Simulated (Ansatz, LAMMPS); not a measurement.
# Convergence of a linear-scaling basis for amorphous Si (114 atoms)

Aim: test how closely localised support functions follow the reference on amorphous Si (114 atoms), and at what cost. A setting counts as converged where the r.m.s. difference of forces stays under 1 % of the r.m.s. force.

Program: Ansatz 0.2.0. Level of theory: Kohn-Sham DFT, PBE, PAW (set soft_2), plane waves. Results are calculated unless marked as measured.

Measured values to set the calculation against. Si-Si coordination number quoted from the high-resolution X-ray diffraction study of Laaziri et al (as quoted in “Relationship between diffraction peak, network topology, and amorphous-forming ability in silicon and silica”, 2021, PMC8590056): number of Si about Si 3.9.

## 1. Starting point

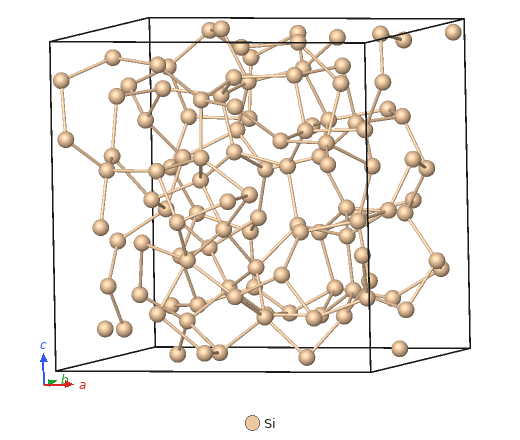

The starting structure, seen from a free direction (silicon light orange). Bonds to atoms that aren't drawn are left out.

The cell holds 114 atoms: 114 Si. Cell: a = 13.280 Å, b = 13.280 Å, c = 13.280 Å, α = 90.0°, β = 90.0°, γ = 90.0°. 114 atoms (114 Si) placed at random at 2.27 g/cm³, melted at 3500 K for 10 ps at fixed volume with the Tersoff potential (Tersoff, Phys. Rev. B 39, 5566 (1989)). Quenched from 3500 K to 700 K at 10 K/ps and fixed volume, annealed at 1200 K for 20 ps, held 5 ps.

Before any run, some limits are plain. The quench rate of 10 K/ps is many orders above laboratory rates, so the cell is likely richer in defects and strain than a real sample. The starting topology of bonds comes from the classical model, and needn't be the one that DFT or experiment would give. Sampling is at Γ alone, for a cell whose shortest periodic width is 13 Å.

## 2. Making the structure

A classical potential supplies the starting structure, since it reaches far longer times than DFT.

This step: classical MD, Tersoff potential (Tersoff, Phys. Rev. B 39, 5566 (1989)) (LAMMPS 22 Jul 2025 - Update 4).

Input file in.lmp:

```
# melt-quench of Si114
units metal
atom_style atomic
boundary p p p
region box block 0 13.2801 0 13.2801 0 13.2801
create_box 1 box
mass 1 28.0850   # Si
create_atoms 1 random 114 749328 NULL overlap 1.97 maxtry 2000
pair_style tersoff
pair_coeff * * SiCGe.tersoff Si(D)
neigh_modify delay 0 every 1 check yes
thermo_style custom step time temp pe press density
thermo_modify norm yes
timestep 0.001
thermo 100
min_style cg
minimize 1e-4 1e-4 200 2000
reset_timestep 0
velocity all create 3500 749329 mom yes dist gaussian
fix lim all nve/limit 0.05
fix lan all langevin 3500 3500 0.1 749330 zero yes
thermo 500
run 1000 post no
unfix lim
unfix lan
thermo 1666
fix md all nvt temp 3500 3500 0.1
run 10000 post no
unfix md
thermo 28000
fix md all nvt temp 3500 700 0.1
run 280000 post no
unfix md
thermo 2500
# [... 8 lines left out ...]
fix md all nvt temp 1200 700 0.1
run 10000 post no
unfix md
thermo 2500
fix md all nvt temp 700 700 0.1
run 5000 post no
unfix md
write_dump all custom glass.dump id type xs ys zs modify sort id
```

The run is started by

```
$ lmp -in in.lmp -log none -nocite
```

Numbers of over 12 decimals in the logs are rounded to 6 here.

What it wrote:

```text
LAMMPS (22 Jul 2025 - Update 4)
Created orthogonal box = (0 0 0) to (13.2801 13.2801 13.2801)
Created 114 atoms
   Step          Time           Temp          PotEng         Press         Density
         0   0              0             -2.2845624      132612.18      2.2699919
        51   0.051          0             -3.7908139      5826.195       2.2699919
Loop time of 0.0178251 s on 1 MPI rank(s) for 51 steps with 114 atoms
Minimization stats:
  Stopping criterion = energy tolerance
  Energy initial, next-to-last, final =
     -2.28456237303008  -3.79045294981809  -3.79081390930707
  Force two-norm initial, final = 97.88255 3.9878215
  Iterations, force evaluations = 51 79
   Step          Time           Temp          PotEng         Press         Density
         0   0              3500          -3.7908139      29140.699      2.2699919
       500   0.5            3614.5098     -3.6651055     -3113.3962      2.2699919
[... 13 lines left out ...]
[... 12 lines left out ...]
Loop time of 49.6787 s on 1 MPI rank(s) for 280000 steps with 114 atoms
   Step          Time           Temp          PotEng         Press         Density
[... 4 lines left out ...]
Loop time of 0.72958 s on 1 MPI rank(s) for 5000 steps with 114 atoms
   Step          Time           Temp          PotEng         Press         Density
[... 8 lines left out ...]
Loop time of 2.96644 s on 1 MPI rank(s) for 20000 steps with 114 atoms
   Step          Time           Temp          PotEng         Press         Density
[... 4 lines left out ...]
Loop time of 1.46867 s on 1 MPI rank(s) for 10000 steps with 114 atoms
   Step          Time           Temp          PotEng         Press         Density
    326000   326            721.16146     -4.2789479      806.58435      2.2699919
    327500   327.5          768.18547     -4.2673664      939.25604      2.2699919
    330000   330            737.03939     -4.2734721      1621.9422      2.2699919
    331000   331            622.51618     -4.2778529     -2296.2832      2.2699919
Loop time of 0.734909 s on 1 MPI rank(s) for 5000 steps with 114 atoms
```

The job ended after 58 s (1 thread of Arm Neoverse V2, shared host; peak memory 0.071 GiB).

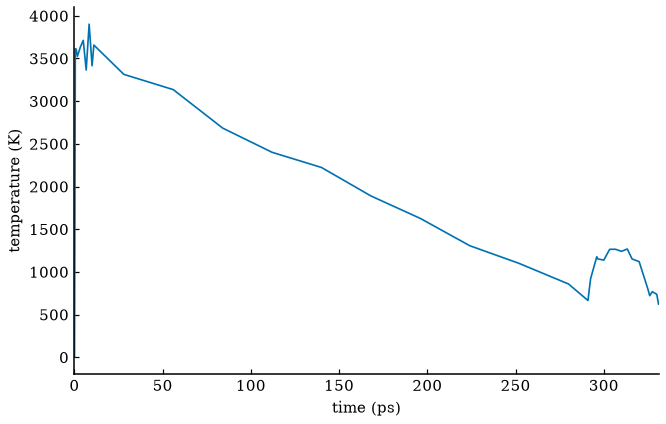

Temperature against time.

## 3. Plane-wave single point

This run is the reference for what follows, at a cutoff of 420 eV.

Input file input.yaml:

```yaml
crystal:
  lattice:
    - [13.2801, 0.0, 0.0]
    - [0.0, 13.2801, 0.0]
    - [0.0, 0.0, 13.2801]
  atoms:
    - { symbol: Si, position: [0.02679, 0.55916, 0.35413] }
    - { symbol: Si, position: [0.54623, 0.02972, 0.51435] }
    - { symbol: Si, position: [0.84318, 0.95236, 0.45343] }
    - { symbol: Si, position: [0.52232, 0.96474, 0.67674] }
    - { symbol: Si, position: [0.76535, 0.58032, 0.20628] }
    - { symbol: Si, position: [0.63531, 0.65978, 0.12389] }
    - { symbol: Si, position: [0.22079, 0.52795, 0.01305] }
    - { symbol: Si, position: [0.13521, 0.12234, 0.60049] }
    - { symbol: Si, position: [0.9114, 0.48651, 0.45611] }
    - { symbol: Si, position: [0.18375, 0.85492, 0.13916] }
    - { symbol: Si, position: [0.42256, 0.49478, 0.63053] }
    - { symbol: Si, position: [0.86078, 0.42458, 0.70474] }
    - { symbol: Si, position: [0.17527, 0.8909, 0.4142] }
    - { symbol: Si, position: [0.3564, 0.73334, 0.67953] }
    - { symbol: Si, position: [0.97385, 0.54448, 0.60737] }
    - { symbol: Si, position: [0.88408, 0.72909, 0.72368] }
    - { symbol: Si, position: [0.6368, 0.44137, 0.41306] }
    - { symbol: Si, position: [0.87405, 0.0051, 0.62972] }
    - { symbol: Si, position: [0.86445, 0.18208, 0.8633] }
    - { symbol: Si, position: [0.4077, 0.20627, 0.63335] }
    - { symbol: Si, position: [0.99138, 0.91492, 0.96598] }
    - { symbol: Si, position: [0.1841, 0.55337, 0.45254] }
    - { symbol: Si, position: [0.70906, 0.70492, 0.44667] }
    - { symbol: Si, position: [0.74368, 0.14207, 0.9908] }
    - { symbol: Si, position: [0.33482, 0.92673, 0.70013] }
    - { symbol: Si, position: [0.6416, 0.6597, 0.60567] }
    - { symbol: Si, position: [0.5927, 0.79706, 0.36582] }
    - { symbol: Si, position: [0.47799, 0.84639, 0.1162] }
    - { symbol: Si, position: [0.79206, 0.09733, 0.15652] }
    - { symbol: Si, position: [0.34358, 0.89004, 0.35983] }
    - { symbol: Si, position: [0.7831, 0.91698, 0.15703] }
    - { symbol: Si, position: [0.51295, 0.40649, 0.28706] }
    - { symbol: Si, position: [0.94319, 0.90351, 0.24878] }
    - { symbol: Si, position: [0.06159, 0.97347, 0.12796] }
    - { symbol: Si, position: [0.87288, 0.77368, 0.4266] }
    - { symbol: Si, position: [0.68459, 0.12056, 0.28537] }
    - { symbol: Si, position: [0.56886, 0.30842, 0.14348] }
    - { symbol: Si, position: [0.94178, 0.35846, 0.85466] }
    - { symbol: Si, position: [0.10523, 0.32808, 0.81042] }
    - { symbol: Si, position: [0.59776, 0.47282, 0.58988] }
    - { symbol: Si, position: [0.587, 0.06613, 0.9803] }
    - { symbol: Si, position: [0.30519, 0.11513, 0.92226] }
    - { symbol: Si, position: [0.42913, 0.14049, 0.04537] }
    - { symbol: Si, position: [0.69917, 0.31256, 0.02132] }
    - { symbol: Si, position: [0.01035, 0.07473, 0.87628] }
    - { symbol: Si, position: [0.79047, 0.87944, 0.7344] }
    - { symbol: Si, position: [0.17469, 0.30459, 0.21014] }
    - { symbol: Si, position: [0.66272, 0.20385, 0.68657] }
    - { symbol: Si, position: [0.38856, 0.5258, 0.21546] }
    - { symbol: Si, position: [0.77894, 0.59541, 0.71283] }
    - { symbol: Si, position: [0.152, 0.8968, 0.70697] }
    - { symbol: Si, position: [0.28911, 0.41422, 0.12311] }
    - { symbol: Si, position: [0.20598, 0.66212, 0.60097] }
    - { symbol: Si, position: [0.68559, 0.38157, 0.70423] }
    - { symbol: Si, position: [0.62176, 0.81732, 0.70464] }
    - { symbol: Si, position: [0.03039, 0.68678, 0.81626] }
    - { symbol: Si, position: [0.16368, 0.75265, 0.29519] }
    - { symbol: Si, position: [0.83812, 0.80617, 0.0122] }
    - { symbol: Si, position: [0.41108, 0.2093, 0.8094] }
    - { symbol: Si, position: [0.50204, 0.90271, 0.96178] }
    - { symbol: Si, position: [0.46086, 0.66421, 0.12426] }
    - { symbol: Si, position: [0.44664, 0.29799, 0.40988] }
    - { symbol: Si, position: [0.68915, 0.70705, 0.96436] }
    - { symbol: Si, position: [0.29527, 0.62862, 0.3298] }
    - { symbol: Si, position: [0.11245, 0.14855, 0.11734] }
    - { symbol: Si, position: [0.90313, 0.6707, 0.14074] }
    - { symbol: Si, position: [0.75609, 0.54206, 0.88994] }
    - { symbol: Si, position: [0.20977, 0.22534, 0.37339] }
    - { symbol: Si, position: [0.1113, 0.83024, 0.86315] }
    - { symbol: Si, position: [0.25102, 0.81168, 0.97603] }
    - { symbol: Si, position: [0.41841, 0.73695, 0.41356] }
    - { symbol: Si, position: [0.55174, 0.1036, 0.79709] }
    - { symbol: Si, position: [0.62804, 0.83104, 0.19411] }
    - { symbol: Si, position: [0.52448, 0.1547, 0.21616] }
    - { symbol: Si, position: [0.09802, 0.29356, 0.63111] }
    - { symbol: Si, position: [0.13943, 0.189, 0.93823] }
    - { symbol: Si, position: [0.94518, 0.15228, 0.21439] }
    - { symbol: Si, position: [0.38034, 0.50626, 0.80157] }
    [... 30 atom lines left out ...]
    - { symbol: Si, position: [0.55863, 0.20966, 0.5216] }
    - { symbol: Si, position: [0.70379, 0.25643, 0.40592] }
    - { symbol: Si, position: [0.82269, 0.15725, 0.68407] }
    - { symbol: Si, position: [0.96738, 0.0413, 0.35225] }
    - { symbol: Si, position: [0.1213, 0.80863, 0.56016] }
    - { symbol: Si, position: [0.29716, 0.09173, 0.16731] }
kpoints:
  mp_grid: { grid: [1, 1, 1] }
hamiltonian:
  xc: pbe
scf:
  occupations: { method: fermi_dirac, width: 0.05 }
output:
  forces: true
  stress: true
  populations: true
  dos:
    method: { smearing: { sigma: 0.08 } }
    de: 0.1
    projected: { site_lists: { Si: [Si] } }
  eigenvalues: true
  write_density: true
  write_potential: true
  volumetric_format: npy
```

The run is started by

```
$ ansatz run input.yaml --threads 4 --pin off --max-ram 8192MiB --backend cpu --events-out ev --progress --plain --runs-dir out
```

What it wrote:

```text
Engine: ansatz 0.2.0, aarch64-unknown-linux-gnu
Pseudopotentials: kind: paw
Pseudopotential: Si, paw, valence charge 4, recommended cutoff 420 eV (normal), Si.paw.azcp
[... 5 lines on functional and potentials left out ...]
Crystal: 114 atoms, lattice volume = 2342.092 Å³
Basis set: ecut = 420 eV, 45817 PW (Γ), exchange–correlation on 180×180×180 points (8 copies of the dense FFT grid, shifted against one another)
Bands: 342, of which v1, the nominal top of the filled ones, is band 228 counted from 1 (227 counted from 0)
Symmetry: 1 space group operations
Space group: P1 (ITA 1), of the structure as read, at distance tolerance 1.3e-4 Å
k-points: 1
[... 3 lines on functional and potentials left out ...]
Initial density: superposition of atomic densities (neutral atoms: chi_scale 0, normalization atom), corrected by the library's trained network
Initial wavefunctions: pseudopotential atomic-orbital guess
Functional: x = pbe(κ = 0.804, μ = 0.219515), c = pbe(β = 0.066725)
SCF iter   1: F=—  HF=-72448.104480 eV  |F-HF|=—  |Δ(HF+E_count)|=         —  Δρ=3.44e-3  dr2=9.51e-1  ethr=1.77e-3  ⟨swp⟩=6.0  Hψ=1575  notcnv=0  defer=52
preconditioner: auto → Kerker (q_TF=auto, 2.077 Å⁻¹)  [metal: Δε(μ)=0.079 eV  Ē_g=7.501 eV  σ=0.050 eV  W_gap=0.38  n_scr=364 (ndim 8)  ℏωp=16.4 eV  f_vac=0.000  D(μ)=30.41/eV (n_scr^D=146)]
SCF iter   2: F=—  HF=-72448.024577 eV  |F-HF|=—  |Δ(HF+E_count)|=   7.99e-2  Δρ=1.98e-3  dr2=3.16e-1  ethr=2.09e-4  ⟨swp⟩=2.0  Hψ=400  notcnv=0  defer=66
SCF iter   3: F=—  HF=-72447.986212 eV  |F-HF|=—  |Δ(HF+E_count)|=   3.84e-2  Δρ=4.11e-4  dr2=2.23e-2  ethr=6.93e-5  ⟨swp⟩=3.0  Hψ=490  notcnv=0  defer=66
SCF iter   4: F=—  HF=-72447.985613 eV  |F-HF|=—  |Δ(HF+E_count)|=   5.99e-4  Δρ=1.90e-4  dr2=4.27e-3  ethr=4.88e-6  ⟨swp⟩=2.0  Hψ=272  notcnv=0  defer=66
SCF iter   5: F=—  HF=-72447.985812 eV  |F-HF|=—  |Δ(HF+E_count)|=   2.00e-4  Δρ=7.57e-5  dr2=8.13e-4  ethr=9.37e-7  ⟨swp⟩=3.0  Hψ=497  notcnv=0  defer=66
SCF iter   6: F=—  HF=-72447.985863 eV  |F-HF|=—  |Δ(HF+E_count)|=   5.08e-5  Δρ=2.76e-5  dr2=7.92e-5  ethr=1.78e-7  ⟨swp⟩=3.0  Hψ=449  notcnv=0  defer=66
SCF iter   7: F=—  HF=-72447.985707 eV  |F-HF|=—  |Δ(HF+E_count)|=   1.56e-4  Δρ=1.04e-5  dr2=1.23e-5  ethr=1.74e-8  ⟨swp⟩=3.0  Hψ=696  notcnv=0  defer=74
SCF iter   8: F=—  HF=-72447.985710 eV  |F-HF|=—  |Δ(HF+E_count)|=   2.49e-6  Δρ=3.98e-6  dr2=1.81e-6  ethr=2.71e-9  ⟨swp⟩=3.0  Hψ=567  notcnv=0  defer=74
SCF iter   9: F=—  HF=-72447.985710 eV  |F-HF|=—  |Δ(HF+E_count)|=   3.87e-7  Δρ=1.57e-6  dr2=3.23e-7  ethr=3.96e-10  ⟨swp⟩=2.0  Hψ=386  notcnv=0  defer=74
SCF iter  10: F=-72447.985710 eV  HF=-72447.985710 eV  |F-HF|=1.45e-8  |Δ(HF+E_count)|=   5.27e-8  Δρ=6.98e-7  dr2=4.96e-8  ethr=2.19e-11  ⟨swp⟩=20.0  Hψ=2938  notcnv=0
SCF 1 converged in 10 iterations: F = -72447.985710 eV  dr2 = 4.96e-8
  greatest PAW one-centre occupation: 0.672 electrons in one spin orbital (limit 2), on the Si atom at site 113 (counted from 0), in its partial waves of l = 0
SCF converged after 10 iterations
Free energy (F): -72447.985710 eV
Harris-Foulkes:  -72447.985710 eV  (|F-HF|=1.45e-8)
Internal energy: -72447.706755 eV  (E = F + TS)
E sigma→0 (E₀):  -72447.846233 eV
Entropy (-TS):   -0.278955 eV (-2.447 meV/atom)
Fermi energy:    6.257249 eV
--- Per-component energies (eV) ---
  E_band       = 450.301461
  E_kinetic    = 4534.352457
  E_local      = -3692.320358  (includes V_loc(G=0)·N_el)
  E_nonlocal   = 2942.998198
  E_hartree    = 1111.538272
  E_xc         = -6265.699547
  E_vxc        = -5293.602408  (∫ρ·V_xc dr)
  E_paw        = -58437.482262  (= ΣΔE_a)
  E_vpaw       = -264.203436  (= ΣTr[D̂ρ^β])
  E_aug_tail   = 0.000732  (compensation charges beyond the density's cutoff)
  E_ewald      = -12641.094247
  E_smearing   = -0.278955  (= −TS)
  E_closure    = -0.000000  (closes the sum)
  Σ components = -72447.985710   (vs F -72447.985710, Δ=0.00e0)
--- Forces (eV/Å), atoms counted from 1 ---
  atom   1  Si     0.97847733     0.14770347     0.17806181
  atom   2  Si     0.63812484     0.62917596     0.04241067
  atom   3  Si    -0.02363618     0.39738409     0.52548035
  atom   4  Si    -0.13713491    -0.04448433     0.36849105
  atom   5  Si     0.14404279    -1.19031997    -1.37016894
  atom   6  Si    -0.04518667     0.89671757    -0.09287147
  atom   7  Si    -1.35593459    -0.21540789    -1.34248329
  atom   8  Si     0.43801207     0.46074327    -0.54155962
  atom   9  Si    -1.19542581    -0.92661670    -0.49186645
  atom  10  Si     0.95648760    -0.89606774     0.19501396
  atom  11  Si     0.83546273     0.80895073    -0.50038570
  atom  12  Si    -0.28216796     0.16756408     0.23209750
  atom  13  Si     0.41791161    -0.42360712    -0.30902179
  atom  14  Si    -0.88170406     1.11748808    -0.33289753
[...]
atom 113  Si    -0.53503332    -0.48059120     0.21249825
  atom 114  Si     0.33802455     0.75276237     0.04183347
  max |Σ_I F_I| component: 1.57e-5 eV/Å
--- Stress (GPa, compression-positive) ---
        0.516517      -0.768060       0.384240
       -0.768060      -1.074415       1.030381
        0.384240       1.030381      -0.825481
  P = ⅓ Tr σ = -0.4611 GPa (-4.611 kbar)
--- Band table (eV) ---
  k-point 0: bands = ["-6.1437", "-5.7004", "-5.5589", "-5.4555", [... 326 levels ...], "9.8102", "9.8434", "9.8545", "9.8959", "9.9018", "9.9622", "9.9647", "10.0160", "10.0470", "10.0605", "10.0988", "10.1106"]
--- Löwdin populations: 114 sites ---
  site symbol       q [e]
     0     Si      3.9739
     1     Si      3.9665
     2     Si      3.9391
[...]
113     Si      3.9248
  spilling = 0.011830 (of n_electrons = 456.000000)
```

It took 39 s on 4 threads of Arm Neoverse V2, shared host; peak memory 2.4 GiB; 2.5 min of CPU time.

Numbers from this run:

```yaml
free_energy: -72447.9857 eV
free_energy_per_atom: -635.5086 eV/atom
scf_cycles: 10
pressure: -0.4611 GPa
r_m_s_force_component: 0.6803 eV/Å
longest_force: 2.211 eV/Å
fermi_energy: 6.257 eV
levels_partly_filled_by_over_2_per_cent: 7
spilling_of_the_projection: 0.01183
```

The r.m.s. force component of 0.68 eV/Å and the pressure of -0.46 GPa set the scale for the differences below.

## 4. Support functions low

The cell is solved in localised support functions.

This step: Kohn-Sham DFT, PBE, PAW (set soft_2), localised support functions (low) (Ansatz 0.2.0).

input.yaml, the sections that differ from step 3:

```yaml
scf:
  occupations: { method: fermi_dirac, width: 0.05 }
  eigensolver: { kind: { support_functions: { accuracy: low } } }
  max_iter: 150
output:
  forces: true
  eigenvalues: true
# crystal, kpoints, hamiltonian: as in step 3
```

What it wrote:

```text
Warning: scf.eigensolver.kind.support_functions: disabling space-group detection — the functions' gradient is summed over unrotated k-points, so no spatial operation reduces the k-mesh or symmetrises the density; time reversal is kept, so that k and −k are solved as one point where they differ and the mesh holds both, and exact exchange and, on two spinor components, a DFT+U term hold to it where the run has them: [...]
settings of this run that can trade accuracy for cost: scf.eigensolver.kind.support_functions; scf.eigensolver.kind.support_functions.accuracy: low [...]
[...]
Crystal: 114 atoms, lattice volume = 2342.092 Å³
Basis set: ecut = 420 eV, 45817 PW (Γ), exchange–correlation on 180×180×180 points (8 copies of the dense FFT grid, shifted against one another)
Bands: 274, of which v1, the nominal top of the filled ones, is band 228 counted from 1 (227 counted from 0)
Symmetry: 1 space group operations
k-points: 1
[...]
SCF iter   1: F=—  HF=-72425.347824 eV  |F-HF|=—  |Δ(HF+E_count)|=         —  Δρ=3.55e-2  dr2=3.61e1  ethr=1.00e-1
[...]
SCF iter   9: F=—  HF=-72447.976456 eV  |F-HF|=—  |Δ(HF+E_count)|=   3.83e-3  Δρ=1.73e-5  dr2=2.73e-5  ethr=3.71e-8  κ⁻¹=1.0e-6(r=7)
SCF iter  10: F=-72447.979303 eV  HF=-72447.979305 eV  |F-HF|=1.24e-6  |Δ(HF+E_count)|=   2.85e-3  Δρ=6.90e-6  dr2=5.71e-6  ethr=5.99e-9
SCF 1 converged in 10 iterations: F = -72448.019570 eV  dr2 = 5.71e-6
[...]
SCF converged after 10 iterations
Stability not checked: this state was not tested for a lower state beside it, because the mixer in use, unlike msr1, does not test its closes by its own steps (another_mixer; see scf.mixing.algorithm and scf.lower_state_search)
Free energy (F): -72448.019570 eV
[...]
Internal energy: -72447.741583 eV  (E = F + TS)
E sigma→0 (E₀):  -72447.880577 eV
Entropy (-TS):   -0.277987 eV (-2.438 meV/atom)
Fermi energy:    6.257702 eV
[...]
Σ components = -72448.019570   (vs F -72448.019570, Δ=0.00e0)
--- Forces (eV/Å), atoms counted from 1 ---
  atom   1  Si     0.97804077     0.14751048     0.17837659
  atom   2  Si     0.63837728     0.62924151     0.04227585
  atom   3  Si    -0.02340318     0.39795848     0.52538510
  atom   4  Si    -0.13751838    -0.04501470     0.36894925
[...]
atom 114  Si     0.33809807     0.75272746     0.04174962
  max |Σ_I F_I| component: 4.56e-3 eV/Å
--- Band table (eV) ---
[...]
```

The job ended after 67 s (4 threads; peak memory 2.7 GiB; 4.4 min of CPU time).

The program notes that the band table was not solved further than the SCF left it and it switched symmetry off.

Keys that differ from the reference: support_functions.accuracy = "low" and scf.max_iter = 150.

Forces differ from the reference by 0.31 meV/Å r.m.s., 0.045 % of their size, well within a tolerance of 1 %; the energy by -0.30 meV/atom. It took 67 s and 10 cycles; the reference's time can't be set against it, since the two runs asked for unlike analyses.

[end of part 1 of 3]

[Logs are printed without paths, hosts, clocks, repeated set-up lines and the standing remarks that a program may print on its own settings, such as how far it seeks lower states.]

[Hosts, paths, dates, database ids (printed as entryN), source tags and the programs' standing remarks are cut or masked in the printed files.]
